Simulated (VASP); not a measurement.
Band structure of VN (rock salt). Calculation: PBE GGA with D3 dispersion (zero damping), VASP's PBE PAW potentials (set 64) (plane waves; VASP 6.6.1).

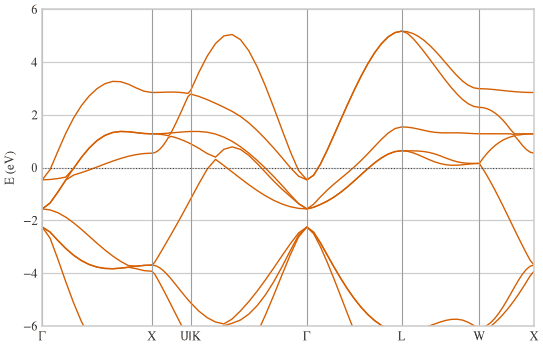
Figure. Bands along high-symmetry lines, zero at the valence-band maximum or, without a gap, the Fermi level

Task: Read the plot: is there a gap, and where are the band edges?

Result: It has no gap at this level: it comes out as a metal or semimetal. (Edges off the drawn lines would not show.)

The compound is VN in the rock salt structure, which distorts at low temperature. It was relaxed first. The run is not spin-polarised, so no magnetic state was tried. VASP warned that the highest band is occupied, so more bands are needed.
